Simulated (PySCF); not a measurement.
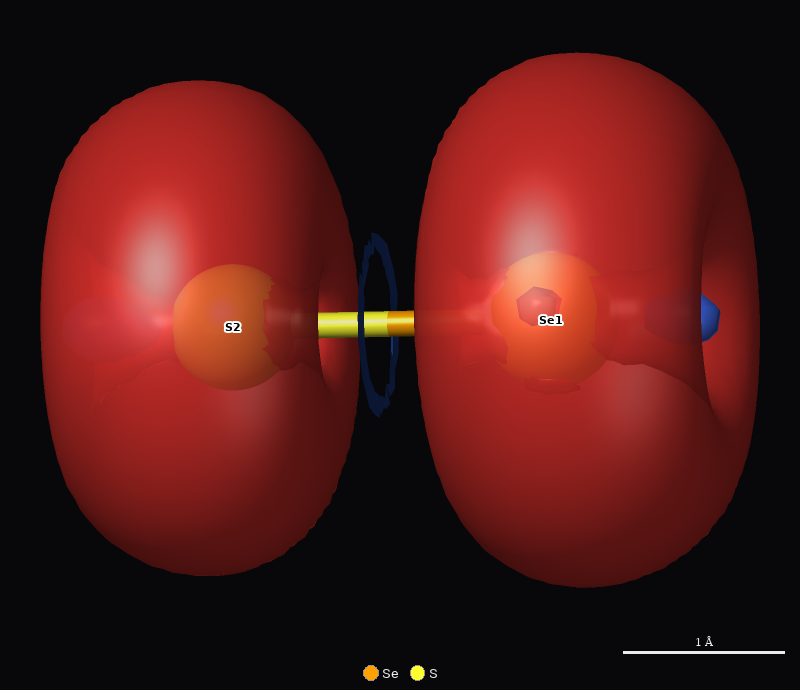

Figure 1: SeS (triplet). Isosurfaces of the spin density at +0.02 (red) and −0.02 e/Å³ (blue), seen from one side.

Theory: PySCF, PBE0/def2-TZVPP, non-relativistic Hamiltonian with scalar-relativistic core potentials where named, at a bond length of 2.031 Å.

```yaml
atoms:
  - { symbol: Se, position_ang: [0.0000, 0.0000, -0.5804] }
  - { symbol: S, position_ang: [0.0000, 0.0000, 1.4506] }
```

> Where is the unpaired spin?

The unpaired spin (2 electrons) lies mostly on Se1 (about 1.1) and S2 (about 0.9), in electrons by Hirshfeld's partition.
